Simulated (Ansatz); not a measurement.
**InNH2Cl (SMILES [NH2][In][Cl]) at UPBE-QIDH/def2-SVP (core potential)**

What is the vertical ionisation energy of InNH2Cl at UPBE-QIDH/def2-SVP (core potential)? 

The results are computed with Ansatz 0.2.0.

53 further runs of the same task are left out: 53 set aside as unsound or not needed.

## Step 1: The system as given

InNH2Cl: 5 atoms, total charge 0, spin state doublet. As SMILES, `[NH2][In][Cl]`. Geometry: relaxed at PBE0-D4/def2-TZVP. This is one conformer, not always the lowest.

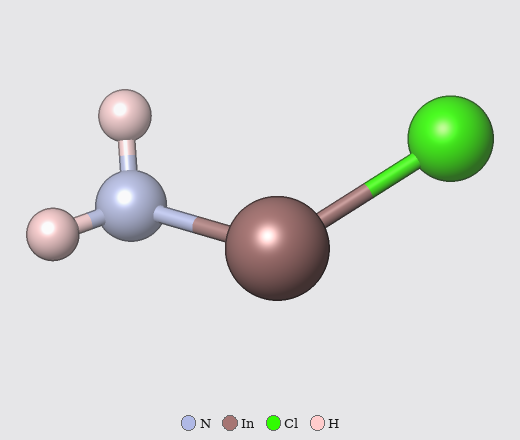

Viewed from a chosen angle; nitrogen light blue, indium brown, chlorine green, hydrogen pink.

## Step 2: The energy at UPBE-QIDH/def2-SVP (core potential)

File molecule.yaml:

```yaml
basis:
  gaussian:
    orbitals: def2-SVP
crystal:
  periodic: [false, false, false]
  atoms:
    - symbol: "N"
      position_ang: [-0.142600, 0.808600, -0.493900]
    - symbol: In
      position_ang: [-0.411600, -1.217800, -0.153300]
    - symbol: Cl
      position_ang: [1.391500, -2.211500, 1.018700]
    - symbol: H
      position_ang: [-0.999700, 1.283800, -0.756700]
    - symbol: H
      position_ang: [0.212300, 1.263200, 0.343800]
total_charge: 0
magnetization:
  spin_polarized: true
  initial_magnetization: 1
hamiltonian:
  xc: {name: PBE-QIDH}
correlation:
  frozen_orbitals: {Cl: 5, H: 0, In: 4, "N": 1}
accuracy: high
output: {orbitals: {seedname: orbitals}}
```

On the command line:

```console
$ ansatz run molecule.yaml --threads 1 --pin off --max-ram 3480MiB --events-out events.jsonl --progress --plain --runs-dir runs
```

The log of the run:

```text
Warning: RAYON_NUM_THREADS=1 ignored (pool sized by the plan → 1); use --threads N
Functional definition: PBE-QIDH
  name "PBE-QIDH"
  parameter a = 3^(-1/3)
  parameter c = 1/3
  exchange = (1 - a)*pbe_x + a*exact_x
  correlation = (1 - c)*pbe_c + c*(mp2_os + mp2_ss)
1544 factors; integrals over basis functions are off by at most 3.3e-9 eV
mean field evaluation 1: about -19189.7353 eV, gradient 2.9e1 eV
mean field evaluation 2: about -19189.7923 eV, gradient 2.9e1 eV
mean field evaluation 4: about -19193.9514 eV, gradient 2.8e0 eV
mean field evaluation 8: about -19194.0437 eV, gradient 1.3e-1 eV
mean field evaluation 16: about -19194.0442 eV, gradient 3.5e-3 eV
mean field evaluation 32: about -19194.0442 eV, gradient 4.9e-8 eV
mean field -19194.04424005 eV, -705.3681156315 hartree, gradient 5.0e-8 eV, S^2 0.764720; 0 other end points of the search recorded, 0 dependent functions left out
10 core orbitals not correlated: weight in the atoms' cores, before any rotation towards them, 1.000 or more for the frozen orbitals, at most 0.000 for the correlated occupied ones
reference -19194.04424121 eV, -705.3681156739 hartree; 14, 13 occupied and 44, 45 virtual orbitals, 1544 factors
second order -11.60282496 eV of doubles, -0.00000000 eV of singles
Total energy: -19197.91184953 eV, -705.5102476582 hartree
```

Run time: 13 s. Hardware: 1 thread of Arm Neoverse V1, shared host; peak memory 0.31 GiB.

## Step 3: The singlet cation, same level

molecule.yaml: that of step 2 with these lines changed.

```diff
@@ -1,4 +1 @@
-basis:
-  gaussian:
-    orbitals: def2-SVP
 crystal:
@@ -16,6 +13,6 @@
       position_ang: [0.212300, 1.263200, 0.343800]
-total_charge: 0
-magnetization:
-  spin_polarized: true
-  initial_magnetization: 1
+basis:
+  gaussian:
+    orbitals: def2-SVP
+total_charge: 1
 hamiltonian:
```

On the command line:

```console
$ ansatz run molecule.yaml --threads 1 --pin off --max-ram 3480MiB --events-out events.jsonl --progress --plain --runs-dir runs
```

The log of the run:

```text
Warning: RAYON_NUM_THREADS=1 ignored (pool sized by the plan → 1); use --threads N
[... 6 set-up lines as earlier in the session ...]
1543 factors; integrals over basis functions are off by at most 3.3e-9 eV
mean field evaluation 1: about -19176.0056 eV, gradient 6.2e1 eV
mean field evaluation 2: about -19176.0664 eV, gradient 6.2e1 eV
mean field evaluation 4: about -19184.5996 eV, gradient 1.7e1 eV
mean field evaluation 8: about -19185.5135 eV, gradient 6.1e-1 eV
mean field evaluation 16: about -19185.5159 eV, gradient 8.3e-4 eV
mean field evaluation 32: about -19183.0020 eV, gradient 2.9e1 eV
mean field -19185.51589842 eV, -705.0547048571 hartree, gradient 2.4e-8 eV, S^2 0.000000; 1 other end points of the search recorded, 0 dependent functions left out; unrestricted orbitals would lower it
10 core orbitals not correlated: weight in the atoms' cores, before any rotation towards them, 1.000 or more for the frozen orbitals, at most 0.000 for the correlated occupied ones
reference -19185.51589956 eV, -705.0547048991 hartree; 13, 13 occupied and 45, 45 virtual orbitals, 1543 factors
second order -11.95976605 eV of doubles, -0.00000000 eV of singles
Total energy: -19189.50248824 eV, -705.2012093310 hartree
```

Run time: 8.7 s. Hardware: 1 thread of Arm Neoverse V1, shared host; peak memory 0.2 GiB.

## Step 4: Summary of results

Level: UPBE-QIDH/def2-SVP (core potential), 10 core orbitals frozen.

```
                                                                 quantity          value
                                            doublet InNH2Cl: total energy  -705.51025 Eh
doublet InNH2Cl: HOMO energy (SCF part's orbitals) (highest over α and β)       -8.00 eV
 doublet InNH2Cl: LUMO energy (SCF part's orbitals) (lowest over α and β)       -1.69 eV
                                                    doublet InNH2Cl: ⟨S²⟩          0.765
                                             singlet cation: total energy  -705.20121 Eh
                        singlet cation: HOMO energy (SCF part's orbitals)      -15.63 eV
                        singlet cation: LUMO energy (SCF part's orbitals)       -8.98 eV
                      singlet cation: HOMO–LUMO gap (SCF part's orbitals)        6.65 eV
                       vertical ionisation energy (to the singlet cation)       8.409 eV
```

**Reading.** Removing an electron at fixed nuclei costs 8.41 eV (194 kcal/mol). Only the singlet of the ionised species was computed; a triplet could lie lower. The restricted solution (singlet cation) is unstable to spin breaking: an unrestricted one lies lower.
